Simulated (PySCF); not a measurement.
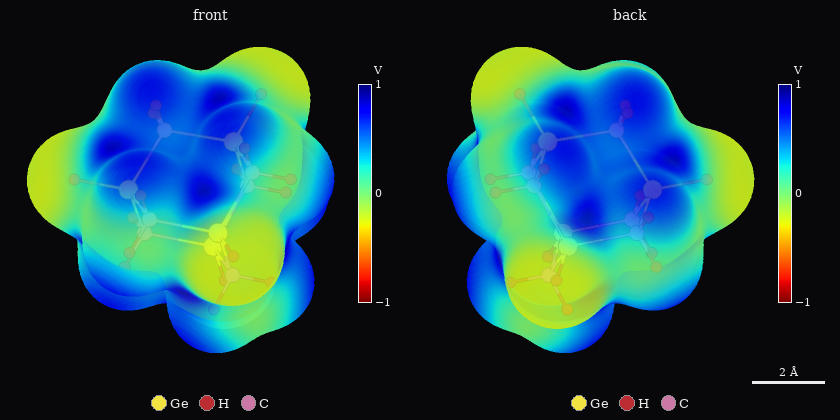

*C₆H₁₆Ge₄ ((HGe)4CH26 adamantane). The molecular electrostatic potential painted on the density surface at 0.002 e/bohr³, seen from the front and from behind; the colour scale runs from red (negative) to blue (positive).*

Geometry: PBE0-D3(BJ)/def2-SVP.

The calculation used PySCF 2.14.0, B3LYP/def2-SVPD, SCF density, gas phase.

```xyz
26

Ge    1.4233   -1.2094    0.6672
H     2.5367   -2.1517    1.1902
C     1.5659    0.5579    1.5078
Ge    0.1679    1.7787    0.8724
H     0.3035    3.1649    1.5520
C     0.3360    1.9477   -1.0751
Ge    0.1716    0.2097   -1.9704
H     0.3094    0.3715   -3.5058
C     1.5683   -0.9807   -1.2760
C    -1.5779   -0.5510   -1.5114
Ge   -1.7849   -0.7767    0.4266
H    -3.1729   -1.3813    0.7583
C    -0.3493   -1.9502    1.0676
C    -1.5753    0.9769    1.2813
H     2.5562    0.9886    1.2873
H     1.4927    0.4523    2.6023
H    -0.4436    2.6285   -1.4539
H     1.3101    2.4005   -1.3213
H     1.4925   -1.9636   -1.7687
H     2.5588   -0.5669   -1.5243
H    -1.6989   -1.5263   -2.0103
H    -2.3746    0.1091   -1.8909
H    -0.4453   -2.9394    0.5910
H    -0.4524   -2.0997    2.1545
H    -1.6784    0.8661    2.3731
H    -2.3810    1.6504    0.9466
```

### Which sites attract a positive test charge, and which a negative one?

A positive charge is drawn to the negative regions and a negative charge to the positive ones. The most negative region (about −0.2 V) lies over H2, H5, H8 and H12, the most positive (about +0.9 V) over Ge1, Ge4, Ge7 and Ge11.

### What dipole moment does the calculation give?

Its dipole moment is zero.
